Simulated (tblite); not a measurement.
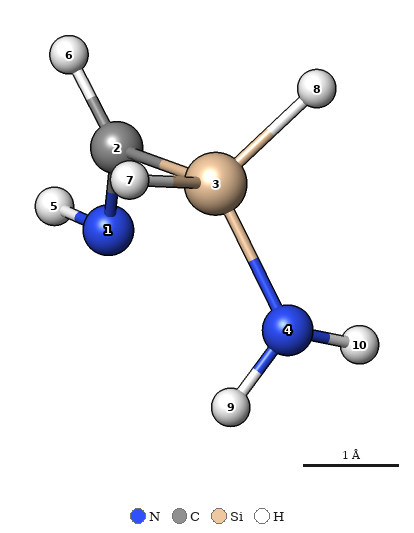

Figure 1. The structure as given in the input (ball-and-stick view, seen at a tilt; atoms are numbered from 1 in the order of the input). Bond lengths as drawn: C–H 1.10 Å, C–N 1.26 Å, C–Si 1.91 Å, H–N 1.01 to 1.02 Å, H–Si 1.46 Å and N–Si 1.72 Å.

# Energy and gradient calculation, with input and output: CH6N2Si (charge +1)

- system: CH6N2Si, charge +1, multiplicity 2
- method: GFN2-xTB, R-SCC (tblite 0.8.0)

The geometry is that of the parent species in another charge or spin state. The geometry comes from this level: GFN2-xTB.

**Log**
```
------------------------------------------------------------
  cycle        total energy    energy error   density error
------------------------------------------------------------
      1     -11.93064558506  -1.2092784E+01   2.5462665E-01
      2     -12.11374520082  -1.8309962E-01   1.4226477E-01
      3     -12.19048255830  -7.6737357E-02   1.3280456E-01
      4     -12.23652715315  -4.6044595E-02   1.0558683E-01
      5     -12.23140563383   5.1215193E-03   8.7002489E-02
      6     -12.23009513175   1.3105021E-03   6.1318853E-02
      7     -12.24897743200  -1.8882300E-02   2.8251775E-02
      8     -12.25331396181  -4.3365298E-03   1.1916727E-02
      9     -12.25377748635  -4.6352454E-04   7.0973881E-03
     10     -12.25386506157  -8.7575228E-05   3.1034795E-03
     11     -12.25393812458  -7.3063011E-05   9.1306057E-04
     12     -12.25393825471  -1.3012987E-07   6.3171708E-04
     13     -12.25394071475  -2.4600385E-06   1.7649267E-04
     14     -12.25394071480  -5.0587090E-11   6.6745419E-05
     15     -12.25394074656  -3.1756427E-08   9.8459943E-06
     16     -12.25394074594   6.1567285E-10   1.0729281E-05
     17     -12.25394074654  -5.9613825E-10   7.1333169E-06
     18     -12.25394074700  -4.5543835E-10   7.5823820E-07
------------------------------------------------------------

 total:                                   0.012 sec
Potential energy: -333.446712 eV
Dipole: 2.4046 D
Charges: [-0.1346  0.0256  0.5221 -0.3113  0.2547  0.1528  0.0181  0.0123  0.23
  0.2304]
Forces (eV/angstrom):
N    -2.079327   -1.259001    1.530259
C     0.779078    1.054114   -2.768235
Si    0.500925   -0.297876    1.975448
N    -0.742210   -0.013053   -0.873330
H     0.653579    0.309970   -0.157313
H     0.333374    0.012785    0.447104
H    -0.023680   -0.008776   -0.316705
H    -0.066821    0.106306   -0.281450
H     0.413858   -0.146772    0.155290
H     0.231224    0.242303    0.288933
```

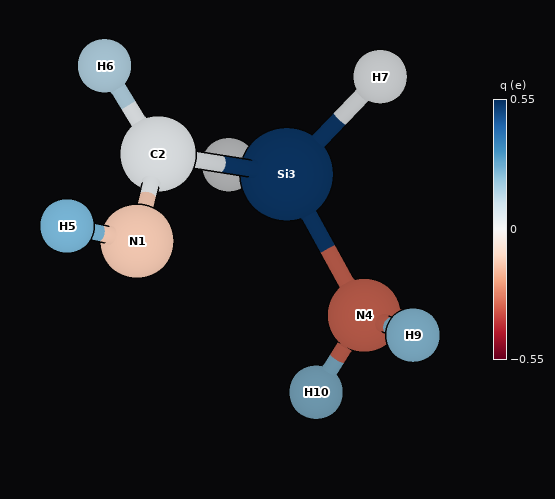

Figure 2. Mulliken charges, as the colour of each atom (ball-and-stick view, seen at a tilt; atoms are numbered from 1 in the order of the input). By element: N −0.31 to −0.13, C +0.03, Si +0.52 and H +0.01 to +0.25 e.

The run was set up as follows.

**Input (script.py)**
```python
# GFN2-xTB energy and gradient with ASE
import json
import numpy as np
from ase import Atoms
from tblite.ase import TBLite
from ase.units import Debye

atoms = Atoms(
    symbols=["N", "C", "Si", "N", "H", "H", "H", "H", "H", "H"],
    positions=[
        [-0.320540, 0.343010, -1.781100],
        [-0.960640, -0.172540, -0.827430],
        [-0.132790, -0.300240, 0.885420],
        [1.463940, 0.332650, 0.977520],
        [-0.807330, 0.390430, -2.678650],
        [-1.988850, -0.552980, -0.944180],
        [-0.046920, -1.722870, 1.221680],
        [-0.950050, 0.461920, 1.831720],
        [2.170690, -0.112260, 0.412240],
        [1.572510, 1.332890, 0.902770],
    ],
)
start = atoms.get_positions()

atoms.calc = TBLite(method="GFN2-xTB", charge=1, multiplicity=2, accuracy=0.1)
print(f"Potential energy: {atoms.get_potential_energy():.6f} eV")
print(f"Dipole: {np.linalg.norm(atoms.get_dipole_moment()) / Debye:.4f} D")
print("Charges:", np.round(atoms.get_charges(), 4))
print("Forces (eV/angstrom):")
for a, F in zip(atoms, atoms.get_forces()):
    print(f"{a.symbol:<2} {F[0]:11.6f} {F[1]:11.6f} {F[2]:11.6f}")
json.dump(dict(energy=atoms.get_potential_energy(), forces=atoms.get_forces().tolist(), dipole=atoms.get_dipole_moment().tolist(), charges=atoms.get_charges().tolist(),
               symbols=atoms.get_chemical_symbols(), start=start.tolist(), final=atoms.positions.tolist()), open("results.json", "w"))
```

Run as:
```bash
python script.py
```

**Key numbers**

```json
{"quantity": "outcome", "value": "converged"}
{"quantity": "total energy", "value": "−12.253941 hartree"}
{"quantity": "largest force", "value": "3.063 eV/Å"}
{"quantity": "hardware", "value": "1 thread of Intel Xeon @ 2.50GHz (Skylake/Cascade Lake), 189 GiB of memory available, shared host"}
{"quantity": "peak memory", "value": "0.067 GiB"}
```

**Notes**

The record of the run, not the program, notes: no spin polarisation.
